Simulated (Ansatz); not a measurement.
**ClFH₂Si···H₂: density, localisation and related maps**

```xyz
7

Si   -0.5009   -0.4092   -0.7777
H     0.0989    1.2142    3.5282
H     0.6904   -1.1812   -0.3604
H    -0.2143    1.0152   -1.0570
F    -1.0964   -1.0819   -2.1250
Cl   -1.9341   -0.5287    0.7033
H    -0.3635    0.8656    3.0344
```

All numbers below come from Ansatz, RKS B3LYP/def2-SVP.

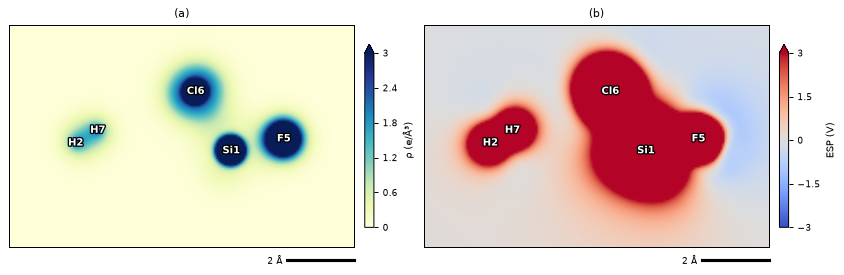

Figure 1. (a) electron density; (b) electrostatic potential on the plane of atoms F5, Si1 and Cl6.

Interpret the plot.

The section cuts through Si, H, F and Cl sites.
Cl6···H7 (3.14 Å): the density falls to about 0.03 e/Å³ on the way (a non-bonded, intermolecular contact).
Si–F (1.62 Å): ρ at the midpoint is about 1 e/Å³.
Si–Cl (2.06 Å): ρ at the midpoint is about 0.86 e/Å³.
H–H (0.76 Å): the density is about 1.7 e/Å³ at the midpoint.
Outside the dense part of the complex the potential is most negative (−0.9 V) near F5.

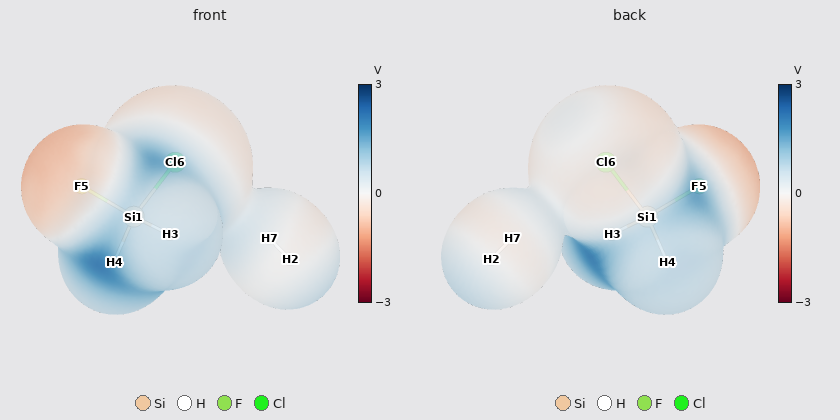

Figure 2. The electrostatic potential painted on the density surface at 0.002 e/bohr³, seen from the front and from behind; the colour scale runs from red (negative) to blue (positive).

Which sites attract a positive test charge, and which a negative one?

A positive charge is drawn to the negative regions and a negative charge to the positive ones. The most negative region (about −0.9 V) lies over F5, the most positive (about +2.0 V) over Si1.

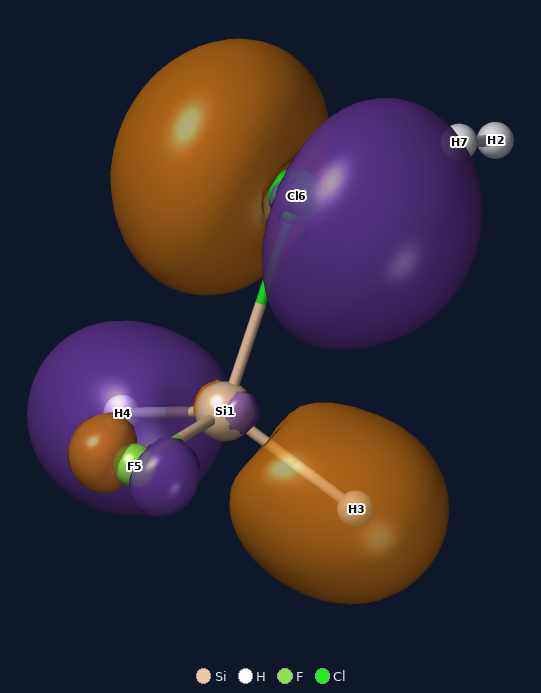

Figure 3. The HOMO at ±0.1 Å⁻³ᐟ² (orange and purple are the two phases), seen at an oblique angle.

What is the character of this orbital?

By Hirshfeld shares it lies mainly on Cl6 (about 65 %), Si1 (about 15 %), H3 (about 10 %) and H4 (about 10 %). Its energy is −8.89 eV.
